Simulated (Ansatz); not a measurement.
## Fields on a plane of TiAl3 (D022 type, space group I4/mmm)

```
CELL_PARAMETERS angstrom
     -1.92294     1.92294     4.30997
      1.92294    -1.92294     4.30997
      1.92294     1.92294    -4.30997
ATOMIC_POSITIONS crystal
  Al 0.50000 0.50000 0.00000
  Al 0.75000 0.25000 0.50000
  Al 0.25000 0.75000 0.50000
  Ti 0.00000 0.00000 0.00000
```

The slice is a (001) plane (indices of the conventional cell) through the point (0.500, 0.500, 0.000) (fractional), spanned by u = [101] and v = [011] in vectors of this cell: u (3.85 Å) and v (3.85 Å, at 90° to u). It covers one period; positions are fractions (u, v).

Atoms on it: Al at (0.00, 0.00); Ti at (0.50, 0.50).

These are PBE (plane waves to 420 eV, PAW, scalar-relativistic; Ansatz, an electronic-structure program) values and carry that method's errors. k mesh 17×17×17. Near the nuclei the fields are pseudised (PAW); where an atom keeps semicore shells as valence, they peak there. TiAl3 is run without spin polarisation. TiAl3 was relaxed with its symmetry unable to fall.

```
|xxxxx.+%@@@%#**+++**#%@@@%+.xxxx|
|xxxx :*%@@@%#*++=++*#%@@@%*: xxx|
|xxx .=#%@@%#*+=---=+*#%@@%#=. xx|
|xx .-+%@@%#*+=-:::-=+*#%@@%+-. x|
|..:=+#%@%#*+-:.....:-+*#%@%#+=:.|
|++*#%%%%#*=-:.     .:-=*#%%%%#*+|
|%%%%@@%#*=-:.       .:-=*#%@@%%%|
|@@@@@%#*=-:...........:-=*#%@@@@|
|@@@@%#*=-:..::-----::..:-=*#%@@@|
|@@@%#*=-:.:-=+*****+=-:.:-=*#%@@|
|%%%#*+-:..-+#%%%%%%%#+-..:-+*#%%|
|%##*+-:..:=#@@@xxx@@@#=:..:-+*##|
|#**+=:. .:+%@@xxxxx@@%+:. .:=+**|
|**+=-.  .-*%@xxxxxxx@%*-.  .-=+*|
|+++-:.  .-*%xxxxxxxxx%*-.  .:-++|
|++=-:.  .-*%xxxxxxxxx%*-.  .:-=+|
|+++-:.  .-*%xxxxxxxxx%*-.  .:-++|
|**+=-.  .-*%@xxxxxxx@%*-.  .-=+*|
|#**+=:. .:+%@@xxxxx@@%+:. .:=+**|
|%##*+-:..:=#@@@xxx@@@#=:..:-+*##|
|%%%#*+-:..-+#%%%%%%%#+-..:-+*#%%|
|@@@%#*=-:.:-=+*****+=-:.:-=*#%@@|
|@@@@%#*=-:..::-----::..:-=*#%@@@|
|@@@@@%#*=-:...........:-=*#%@@@@|
|%%%%@@%#*=-:.       .:-=*#%@@%%%|
|++*#%%%%#*=-:.     .:-=*#%%%%#*+|
|..:=+#%@%#*+-:.....:-+*#%@%#+=:.|
|xx .-+%@@%#*+=-:::-=+*#%@@%+-. x|
|xxx .=#%@@%#*+=---=+*#%@@%#=. xx|
|xxxx :*%@@@%#*++=++*#%@@@%*: xxx|
|xxxxx.+%@@@%#**+++**#%@@@%+.xxxx|
|xxxxx.+%@@@%%#*+++*#%%@@@%+.xxxx|
```
Scale: ten equal steps from 0.05 (start of ' ') to 0.69 (end of '@'), in the order ' .:-=+*#%@'. Values: electron localisation function (ELF). The map has 32 points along u (one character each, u = 0 at the left) and 32 along v (v = 0 in the bottom row). Points within 0.5 Å of a nucleus are blanked (x), as the pseudised field means little there.

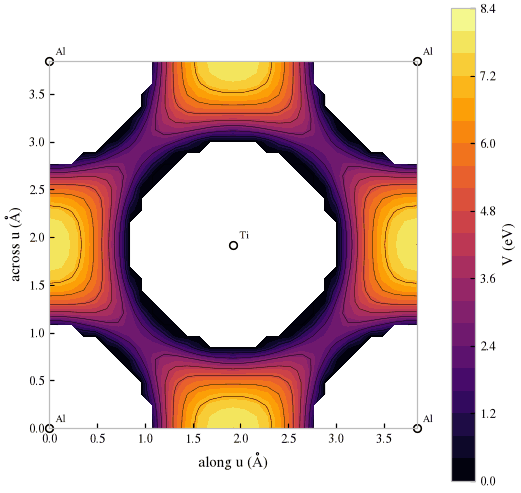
Electrostatic potential energy of an electron, from the cell's mean, in eV, one period of the plane, atoms marked. Points within 1 Å of a nucleus are left white, as the pseudised field means little there. Values under 0 eV are set to 0. The zero, the cell's mean, hangs on the PAW cores.

The density on the Al–Ti line (2.72 Å) at its midpoint is 0.23 e/Å³. The ELF at that point is 0.37. ELF maximum in the middle third of the Al–Ti line: 0.62, 1.0 Å from Al.
